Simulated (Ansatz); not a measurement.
A series of calculations on CH₄N₂

Part 1: Relaxation

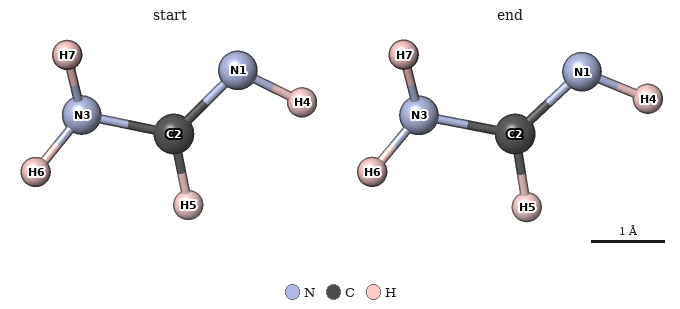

The structure of CH₄N₂ before (left) and after (right) a relaxation, at one scale.

The picture is a ball-and-stick view, seen at a tilt.

The run prepares an end point of a later path (hydrogen shift) calculation, from a guessed geometry.

These are results of RKS PBE-D4/def2-SVP (Ansatz 0.2.0), not measurements. Settings: no spin polarisation; force threshold 0.02 eV/Å; at most 50 steps.

### Summarise the run.

The largest move after the best rigid fit is that of H4, 0.10 Å. By element the largest moves are H 0.10 Å, N 0.07 Å, C 0.04 Å. Near-neighbour distances that change, for instance: C2–N3 1.317 → 1.373 Å, N3–H6 1.039 → 1.018 Å, C2–H5 1.101 → 1.118 Å, N3–H7 1.031 → 1.022 Å. Bond angles that change, for instance: C2–N1–H4 103.4° → 109.6°, H6–N3–H7 111.3° → 116.8°, N1–C2–N3 119.5° → 122.4°. The energy falls by 3.97 kcal/mol in 6 accepted moves (7 points after the start). Largest force component: 3.3 eV/Å at the start, 0.0065 eV/Å at the end. The line search rejected the trial step at point 4 of the run.

Part 2: Relaxation

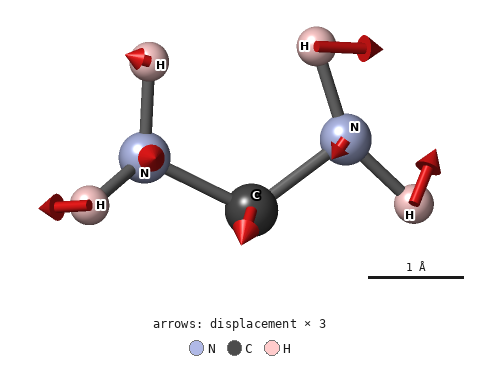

A relaxation of CH$_{4}$N$_{2}$. The starting structure is drawn; red arrows show the displacements, 3 times their true length. The two geometries are superimposed by the best rigid fit.

Style: ball-and-stick. Shown at a tilt.

The run prepares an end point of a later path (hydrogen shift) calculation, from a guessed geometry.

All numbers below come from RKS PBE-D4/def2-SVP (Ansatz). (no spin polarisation; force threshold 0.02 eV/Å; at most 50 steps)

What did the optimiser do to the structure, and how much energy did it gain?

An H atom moves most after the best rigid fit: 0.28 Å. By element the largest moves are H 0.28 Å, N 0.21 Å, C 0.18 Å. Near-neighbour distances that change, for instance: C–N 1.284 → 1.340 Å, C–N 1.317 → 1.340 Å, H–N 1.039 → 1.018 Å, H–N 1.031 → 1.041 Å. Among the angles between lasting bonds that change: H–N–H 150.5° → 115.3°, C–N–H 106.1° → 125.1°, C–N–H 103.4° → 119.5°. The energy falls by 1.049 eV in 6 geometry steps. The largest force component goes from 4.8 to 0.0062 eV/Å. The run took 8.2 s on 1 thread of Arm Neoverse V2 (shared host), peak memory 0.1 GiB.

Part 3: Path

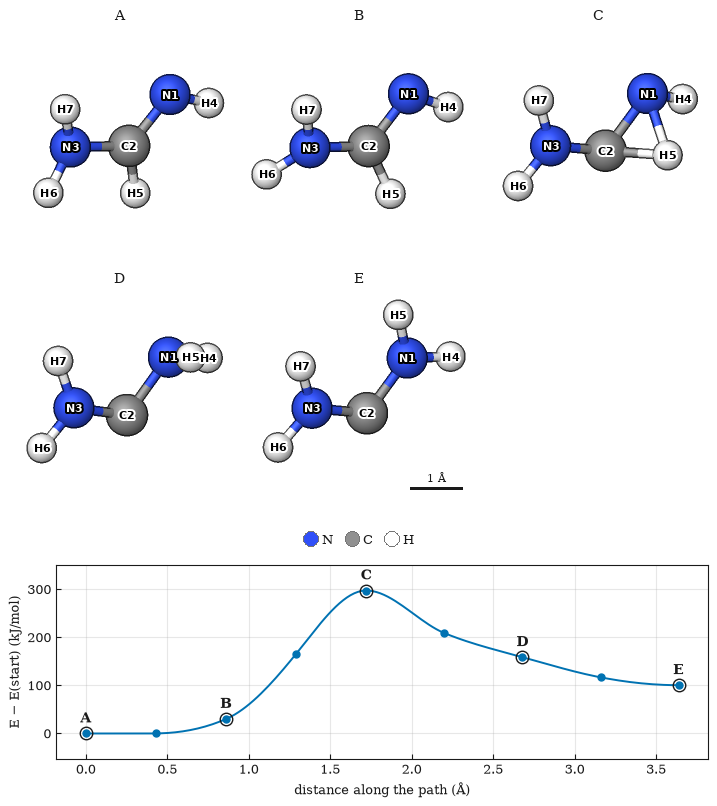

NEB run on CH4N2. Images are numbered from 0 (start) to 8 (end). Frames A to E are images 0, 2, 4, 6, 8. The picture is a ball-and-stick view, seen at a tilt.

All numbers below come from Ansatz, RKS PBE-D4/def2-SVP. Set-up: 7 movable images; climbing image; force threshold 0.05 eV/Å; iteration limit 60; starting path through a guess of the saddle point.

Question: What happens along the path, and what is the barrier?

Answer: The energy climbs by 297.5 kJ/mol to image 4 and then falls by 197.0 kJ/mol, so the end point sits at +100.5 kJ/mol. A hydrogen atom shifts from one atom to another. Breaking: C2–H5 (1.12 → 1.28 at the top → 2.12 Å). Forming: N1–H5 (2.14 → 1.31 at the top → 1.04 Å). The band converged in 24 iterations, with a climbing image at the top. At the top, the vibrational analysis gives one imaginary mode (1485i cm⁻¹), as a transition state must have.
